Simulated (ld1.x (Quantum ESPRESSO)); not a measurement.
Pseudopotential generation for F (part 1 of 2)

System: fluorine (F, Z = 9), core [He], reference valence 2s2 2p5, valence charge 7.
Method: TM potential, Wu–Cohen, scalar-relativistic, made with ld1.x (Quantum ESPRESSO) 7.5.

### Output
```
     Program LD1 v.7.5
     --------------------------- All-electron run ----------------------------

     F
     scalar relativistic calculation

     atomic number is  9.00
     dft =WC   lsd =0 sic =0 latt =0  beta=0.20 tr2=1.0E-14
     Exchange-correlation= WC
                           (   1   4  11   4   0   0   0)
     mesh =1105 r(mesh) =  99.76081 a.u. xmin = -7.00 dx = 0.01250
     1 Ry =  13.60569312 eV, c = 137.03599908

     n l     nl                  e(Ry)          e(Ha)          e(eV)
     1 0     1S 1( 2.00)       -48.6856       -24.3428      -662.4008
     2 0     2S 1( 2.00)        -2.1861        -1.0930       -29.7433
     2 1     2P 1( 5.00)        -0.8149        -0.4075       -11.0878

     final scf error:  8.0E-15 reached in  22 iterations

     Etot =    -199.204154 Ry,     -99.602077 Ha,   -2710.310590 eV

     Ekin =     199.036484 Ry,      99.518242 Ha,    2708.029326 eV
     Encl =    -477.468117 Ry,    -238.734059 Ha,   -6496.284682 eV
     Eh   =      99.364083 Ry,      49.682041 Ha,    1351.917216 eV
     Exc  =     -20.136604 Ry,     -10.068302 Ha,    -273.972450 eV

     normalization and overlap integrals

     s(1S/1S) =  1.000000  <r> =   0.1765  <r2> =    0.0421  r(max) =   0.1139
     s(2S/2S) =  1.000000  <r> =   1.0054  <r2> =    1.2328  r(max) =   0.7617
     s(2P/2P) =  1.000000  <r> =   1.1024  <r2> =    1.6286  r(max) =   0.7066

     ------------------------ End of All-electron run ------------------------

     --------------------- Generating NC pseudopotential ---------------------

      Generating local pot.: lloc=1, matching radius rcloc =   1.0500

      Computing core charge for nlcc:

       r > 0.45 : true rho core
       r < 0.45 : rho core = a sin(br)/r    a=   2.71  b=   6.04

      Integrated core pseudo-charge :   0.26

      Wfc   2S  rcut= 0.801  Using Troullier-Martins method

      Wfc   3D  rcut= 0.954  Using Troullier-Martins method

     ------------------- End of pseudopotential generation -------------------

     --------------------------- All-electron run ----------------------------

     F
     scalar relativistic calculation

     atomic number is  9.00
     dft =WC   lsd =0 sic =0 latt =0  beta=0.20 tr2=1.0E-14
     Exchange-correlation= WC
                           (   1   4  11   4   0   0   0)
     mesh =1105 r(mesh) =  99.76081 a.u. xmin = -7.00 dx = 0.01250
     1 Ry =  13.60569312 eV, c = 137.03599908

     n l     nl                  e(Ry)          e(Ha)          e(eV)
     1 0     1S 1( 2.00)       -48.6856       -24.3428      -662.4008
     2 0     2S 1( 2.00)        -2.1861        -1.0930       -29.7433
     2 1     2P 1( 5.00)        -0.8149        -0.4075       -11.0878

     final scf error:  8.0E-15 reached in  22 iterations

     Etot =    -199.204154 Ry,     -99.602077 Ha,   -2710.310590 eV

     Ekin =     199.036484 Ry,      99.518242 Ha,    2708.029326 eV
     Encl =    -477.468117 Ry,    -238.734059 Ha,   -6496.284682 eV
     Eh   =      99.364083 Ry,      49.682041 Ha,    1351.917216 eV
     Exc  =     -20.136604 Ry,     -10.068302 Ha,    -273.972450 eV

     normalization and overlap integrals

     s(1S/1S) =  1.000000  <r> =   0.1765  <r2> =    0.0421  r(max) =   0.1139
     s(2S/2S) =  1.000000  <r> =   1.0054  <r2> =    1.2328  r(max) =   0.7617
     s(2P/2P) =  1.000000  <r> =   1.1024  <r2> =    1.6286  r(max) =   0.7066

     ------------------------ End of All-electron run ------------------------

     Computing logarithmic derivative in   1.14344
     Computing logarithmic derivative in   1.14344
     Computing the partial wave expansion
     R is outside the sphere for l=    0 j= 0.00
       no projector for channel:   1
     R is outside the sphere for l=    2 j= 0.00

     ---------------------- Testing the pseudopotential ----------------------

     F
     scalar relativistic calculation

     atomic number is  9.00   valence charge is  7.00
     dft =WC   lsd =0 sic =0 latt =0  beta=0.20 tr2=1.0E-14
     mesh =1105 r(mesh) =  99.76081 xmin = -7.00 dx = 0.01250

     n l     nl             e AE (Ry)        e PS (Ry)    De AE-PS (Ry)
     1 0     2S   1( 2.00)       -2.18609       -2.18615        0.00006
     2 1     2P   1( 5.00)       -0.81494       -0.81496        0.00002

     eps = 2.9E-15  iter = 15

     Etot =    -199.204154 Ry,     -99.602077 Ha,   -2710.310590 eV
     Etotps =   -48.508651 Ry,     -24.254326 Ha,    -659.993823 eV

     Ekin =      35.139519 Ry,      17.569759 Ha,     478.097509 eV
     Encl =    -121.216506 Ry,     -60.608253 Ha,   -1649.234586 eV
     Ehrt =      42.275939 Ry,      21.137970 Ha,     575.193455 eV
     Ecxc =      -9.531667 Ry,      -4.765833 Ha,    -129.684929 eV
     (Ecc =      -0.371383 Ry,      -0.185691 Ha,      -5.052921 eV)
     Epseu=       4.824063 Ry,       2.412032 Ha,      65.634727 eV

     ---------------------- End of pseudopotential test ----------------------
```

### Output of the test run (extracts)
```
     ---------------------- Testing the pseudopotential ----------------------

     F
     scalar relativistic calculation

     atomic number is  9.00   valence charge is  7.00
     dft =WC   lsd =0 sic =0 latt =0  beta=0.20 tr2=1.0E-14
     mesh =1105 r(mesh) =  99.76081 xmin = -7.00 dx = 0.01250

     n l     nl             e AE (Ry)        e PS (Ry)    De AE-PS (Ry)
     1 0     2S   1( 2.00)       -2.18609       -2.18615        0.00006
     2 1     2P   1( 5.00)       -0.81494       -0.81496        0.00002

     eps = 2.9E-15  iter = 15

     Etot =    -199.204154 Ry,     -99.602077 Ha,   -2710.310590 eV
     Etotps =   -48.508651 Ry,     -24.254326 Ha,    -659.993823 eV

     Ekin =      35.139519 Ry,      17.569759 Ha,     478.097509 eV
     Encl =    -121.216506 Ry,     -60.608253 Ha,   -1649.234586 eV
     Ehrt =      42.275939 Ry,      21.137970 Ha,     575.193455 eV
     Ecxc =      -9.531667 Ry,      -4.765833 Ha,    -129.684929 eV
     (Ecc =      -0.371383 Ry,      -0.185691 Ha,      -5.052921 eV)
     Epseu=       4.824063 Ry,       2.412032 Ha,      65.634727 eV

     ---------------------- End of pseudopotential test ----------------------

     ---------------------- Testing the pseudopotential ----------------------

     F
     scalar relativistic calculation

     atomic number is  9.00   valence charge is  7.00
     dft =WC   lsd =0 sic =0 latt =0  beta=0.20 tr2=1.0E-14
     mesh =1105 r(mesh) =  99.76081 xmin = -7.00 dx = 0.01250

     n l     nl             e AE (Ry)        e PS (Ry)    De AE-PS (Ry)
     1 0     2S   1( 2.00)       -3.47198       -3.47436        0.00238
     2 1     2P   1( 4.00)       -2.07985       -2.08018        0.00033

     eps = 1.2E-16  iter = 12

     Etot =    -197.780203 Ry,     -98.890101 Ha,   -2690.936745 eV
     Etotps =   -47.084321 Ry,     -23.542161 Ha,    -640.614828 eV
     dEtot_ae =       1.423951 Ry
     dEtot_ps =       1.424330 Ry,   Delta E=      -0.000379 Ry

     Ekin =      32.834474 Ry,      16.417237 Ha,     446.735778 eV
     Encl =    -110.369413 Ry,     -55.184706 Ha,   -1501.652357 eV
     Ehrt =      33.712056 Ry,      16.856028 Ha,     458.675883 eV
     Ecxc =      -8.501098 Ry,      -4.250549 Ha,    -115.663329 eV
     (Ecc =      -0.371383 Ry,      -0.185691 Ha,      -5.052921 eV)
     Epseu=       5.239659 Ry,       2.619830 Ha,      71.289197 eV

     ---------------------- End of pseudopotential test ----------------------

     ---------------------- Testing the pseudopotential ----------------------

     F
     scalar relativistic calculation

     atomic number is  9.00   valence charge is  7.00
     dft =WC   lsd =0 sic =0 latt =0  beta=0.20 tr2=1.0E-14
     mesh =1105 r(mesh) =  99.76081 xmin = -7.00 dx = 0.01250

     n l     nl             e AE (Ry)        e PS (Ry)    De AE-PS (Ry)
     1 0     2S   1( 2.00)       -4.98633       -4.99035        0.00402
     2 1     2P   1( 3.00)       -3.60138       -3.59814       -0.00324

     eps = 7.1E-15  iter =  9

     Etot =    -194.959498 Ry,     -97.479749 Ha,   -2652.559096 eV
     Etotps =   -44.264366 Ry,     -22.132183 Ha,    -602.247383 eV
     dEtot_ae =       4.244657 Ry
     dEtot_ps =       4.244285 Ry,   Delta E=       0.000371 Ry

     Ekin =      28.881004 Ry,      14.440502 Ha,     392.946073 eV
     Encl =     -96.713001 Ry,     -48.356501 Ha,   -1315.847416 eV
     Ehrt =      25.005229 Ry,      12.502614 Ha,     340.213472 eV
     Ecxc =      -7.240449 Ry,      -3.620225 Ha,     -98.511330 eV
     (Ecc =      -0.371383 Ry,      -0.185691 Ha,      -5.052921 eV)
     Epseu=       5.802852 Ry,       2.901426 Ha,      78.951818 eV

     ---------------------- End of pseudopotential test ----------------------

     ---------------------- Testing the pseudopotential ----------------------

     F
     scalar relativistic calculation

     atomic number is  9.00   valence charge is  7.00
     dft =WC   lsd =0 sic =0 latt =0  beta=0.20 tr2=1.0E-14
     mesh =1105 r(mesh) =  99.76081 xmin = -7.00 dx = 0.01250

     n l     nl             e AE (Ry)        e PS (Ry)    De AE-PS (Ry)
     1 0     2S   1( 2.00)       -6.69264       -6.69333        0.00069
     2 1     2P   1( 2.00)       -5.34765       -5.33006       -0.01759  !

     eps = 1.5E-15  iter =  9

     Etot =    -190.502883 Ry,     -95.251442 Ha,   -2591.923766 eV
     Etotps =   -39.816731 Ry,     -19.908366 Ha,    -541.734224 eV
     dEtot_ae =       8.701271 Ry
     dEtot_ps =       8.691920 Ry,   Delta E=       0.009351 Ry

     Ekin =      23.178860 Ry,      11.589430 Ha,     315.364458 eV
     Encl =     -80.530317 Ry,     -40.265158 Ha,   -1095.670780 eV
     Ehrt =      16.864854 Ry,       8.432427 Ha,     229.458023 eV
     Ecxc =      -5.819289 Ry,      -2.909645 Ha,     -79.175466 eV
     (Ecc =      -0.371383 Ry,      -0.185691 Ha,      -5.052921 eV)
     Epseu=       6.489162 Ry,       3.244581 Ha,      88.289541 eV

     ---------------------- End of pseudopotential test ----------------------

     ---------------------- Testing the pseudopotential ----------------------

     F
     scalar relativistic calculation

     atomic number is  9.00   valence charge is  7.00
     dft =WC   lsd =0 sic =0 latt =0  beta=0.20 tr2=1.0E-14
     mesh =1105 r(mesh) =  99.76081 xmin = -7.00 dx = 0.01250

     n l     nl             e AE (Ry)        e PS (Ry)    De AE-PS (Ry)
     1 0     2S   1( 2.00)       -8.56638       -8.55260       -0.01378  !
     2 1     2P   1( 1.00)       -7.29523       -7.24308       -0.05215  !

     eps = 9.6E-16  iter =  9

     Etot =    -184.197372 Ry,     -92.098686 Ha,   -2506.132917 eV
     Etotps =   -33.543747 Ry,     -16.771873 Ha,    -456.385922 eV
     dEtot_ae =      15.006782 Ry
     dEtot_ps =      14.964905 Ry,   Delta E=       0.041877 Ry

     Ekin =      15.673863 Ry,       7.836932 Ha,     213.253771 eV
     Encl =     -62.047441 Ry,     -31.023720 Ha,    -844.198441 eV
     Ehrt =       9.852777 Ry,       4.926389 Ha,     134.053866 eV
     Ecxc =      -4.304209 Ry,      -2.152105 Ha,     -58.561752 eV
     (Ecc =      -0.371383 Ry,      -0.185691 Ha,      -5.052921 eV)
     Epseu=       7.281263 Ry,       3.640632 Ha,      99.066634 eV

     ---------------------- End of pseudopotential test ----------------------

     ---------------------- Testing the pseudopotential ----------------------

     F
     scalar relativistic calculation

     atomic number is  9.00   valence charge is  7.00
     dft =WC   lsd =0 sic =0 latt =0  beta=0.20 tr2=1.0E-14
     mesh =1105 r(mesh) =  99.76081 xmin = -7.00 dx = 0.01250

     n l     nl             e AE (Ry)        e PS (Ry)    De AE-PS (Ry)
     1 0     2S   1( 1.00)       -2.22139       -2.21975       -0.00164
     2 1     2P   1( 6.00)       -0.84631       -0.84712        0.00081

     eps = 2.5E-15  iter = 15

     Etot =    -197.831038 Ry,     -98.915519 Ha,   -2691.628387 eV
     Etotps =   -47.136722 Ry,     -23.568361 Ha,    -641.327776 eV
     dEtot_ae =       1.373117 Ry
     dEtot_ps =       1.371929 Ry,   Delta E=       0.001187 Ry

     Ekin =      39.410748 Ry,      19.705374 Ha,     536.210538 eV
     Encl =    -121.498933 Ry,     -60.749466 Ha,   -1653.077191 eV
     Ehrt =      42.031581 Ry,      21.015790 Ha,     571.868788 eV
     Ecxc =      -9.492176 Ry,      -4.746088 Ha,    -129.147638 eV
     (Ecc =      -0.371383 Ry,      -0.185691 Ha,      -5.052921 eV)
     Epseu=       2.412058 Ry,       1.206029 Ha,      32.817727 eV

     ---------------------- End of pseudopotential test ----------------------

     ---------------------- Testing the pseudopotential ----------------------

     F
     scalar relativistic calculation

     atomic number is  9.00   valence charge is  7.00
     dft =WC   lsd =0 sic =0 latt =0  beta=0.20 tr2=1.0E-14
     mesh =1105 r(mesh) =  99.76081 xmin = -7.00 dx = 0.01250

     n l     nl             e AE (Ry)        e PS (Ry)    De AE-PS (Ry)
     1 0     2S   1( 1.00)       -3.48442       -3.48634        0.00192
     2 1     2P   1( 5.00)       -2.08849       -2.09158        0.00309

     eps = 1.3E-16  iter = 12

     Etot =    -196.386171 Ry,     -98.193085 Ha,   -2671.969974 eV
     Etotps =   -45.689844 Ry,     -22.844922 Ha,    -621.641996 eV
     dEtot_ae =       2.817983 Ry
     dEtot_ps =       2.818807 Ry,   Delta E=      -0.000824 Ry

     Ekin =      37.540753 Ry,      18.770376 Ha,     510.767965 eV
     Encl =    -110.980708 Ry,     -55.490354 Ha,   -1509.969452 eV
     Ehrt =      33.633468 Ry,      16.816734 Ha,     457.606647 eV
     Ecxc =      -8.491116 Ry,      -4.245558 Ha,    -115.527524 eV
     (Ecc =      -0.371383 Ry,      -0.185691 Ha,      -5.052921 eV)
     Epseu=       2.607759 Ry,       1.303879 Ha,      35.480367 eV

     ---------------------- End of pseudopotential test ----------------------

     ---------------------- Testing the pseudopotential ----------------------

     F
     scalar relativistic calculation

     atomic number is  9.00   valence charge is  7.00
     dft =WC   lsd =0 sic =0 latt =0  beta=0.20 tr2=1.0E-14
     mesh =1105 r(mesh) =  99.76081 xmin = -7.00 dx = 0.01250

     n l     nl             e AE (Ry)        e PS (Ry)    De AE-PS (Ry)
     1 0     2S   1( 2.00)       -2.79708       -2.79819        0.00112
     2 1     2P   1( 4.50)       -1.41239       -1.41273        0.00034

     eps = 7.2E-15  iter = 12

     Etot =    -198.650456 Ry,     -99.325228 Ha,   -2702.777145 eV
     Etotps =   -47.954818 Ry,     -23.977409 Ha,    -652.458534 eV
     dEtot_ae =       0.553698 Ry
     dEtot_ps =       0.553834 Ry,   Delta E=      -0.000136 Ry

     Ekin =      34.185428 Ry,      17.092714 Ha,     465.116439 eV
     Encl =    -116.167906 Ry,     -58.083953 Ha,   -1580.544883 eV
     Ehrt =      38.066659 Ry,      19.033329 Ha,     517.923280 eV
     Ecxc =      -9.050228 Ry,      -4.525114 Ha,    -123.134625 eV
     (Ecc =      -0.371383 Ry,      -0.185691 Ha,      -5.052921 eV)
     Epseu=       5.011230 Ry,       2.505615 Ha,      68.181255 eV

     ---------------------- End of pseudopotential test ----------------------
```

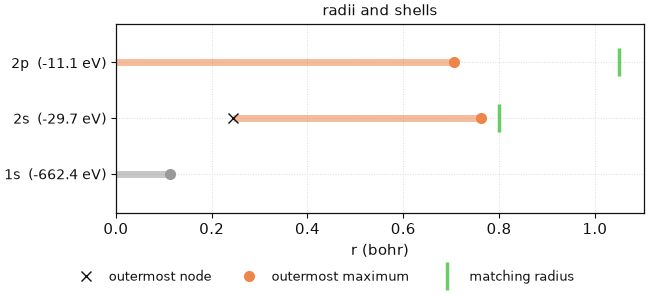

*Outer shells of the all-electron reference atom: each bar runs from the outermost node (or the nucleus) to the outermost maximum of u(r); the tick is the radius chosen for the pseudo-wave. Shells without a tick have no pseudo-wave of their own. Levels, nodes and maxima are from ld1.x, scalar-relativistic.*

- Radii against the shells: 2s: 0.80 bohr, outside the maximum; 2p: 1.05 bohr, outside the maximum.

(Continued in part 2.) Outcome of the run: generated.
